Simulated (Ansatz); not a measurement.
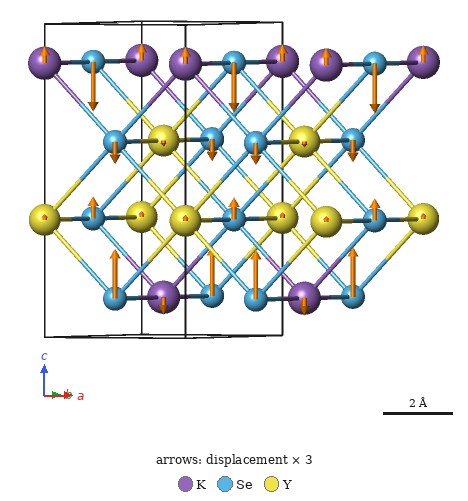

This is a relaxation of a crystal of KYSe2 (a generated structure, set up in Pmmn). The starting structure is drawn; orange arrows show the displacements (the part carried along by the change of the cell is left out), magnified 3 times.

A ball-and-stick model of the cell of the calculation, repeated 2 × 1 × 1 with one cell outlined, seen from a free direction.

All numbers below come from Ansatz, DFT, PBEsol, plane waves, PAW. Settings: plane-wave cutoff 420 eV; k-point mesh 6 × 4 × 2; occupations fermi dirac; smearing width 0.03 eV; no spin polarisation; cell and atoms relaxed; force threshold 0.01 eV/Å; at most 120 steps.

> Atoms of which element are displaced furthest, and by how much?

Selenium: up to 0.49 Å, against 0.17 Å for potassium.

> Describe the change and its energy.

After 6 accepted moves (7 points after the start) the energy has fallen by 400 meV per atom. The largest force component goes from 2.3 to 0.0026 eV/Å. Pressure: −7.81 GPa at the start and 0.00 GPa at the end. At 1 point the geometry stayed and the basis and grid were re-selected for the new cell (energy shift of 0.2 meV per atom at most each time). The largest moves relative to the cell, 0.49 Å, are those of Se atoms. By element the largest moves are Se 0.49 Å, K 0.17 Å, Y 0.06 Å. Cell: a 4.581 → 4.103 Å (−10.4 %), b 6.478 → 5.956 Å (−8.1 %), c 9.162 → 9.179 Å (+0.2 %). Volume −17.5 %. Near-neighbour distances that change, for instance: Se–Y 3.239 → 2.773 Å, Se–Y 3.239 → 2.880 Å, Se–Y 3.239 → 2.982 Å, K–Se 3.239 → 3.049 Å. Bond angles that change, for instance: Se–K–Se 180.0° → 155.2°, K–Se–K 180.0° → 155.2°, K–Se–K 90.0° → 74.9°. The space group stays Pmmn (No. 59). Cost: 66 s on 2 threads of AMD EPYC 7R13 Processor (Zen 3), on a shared host, peak memory 0.77 GiB.
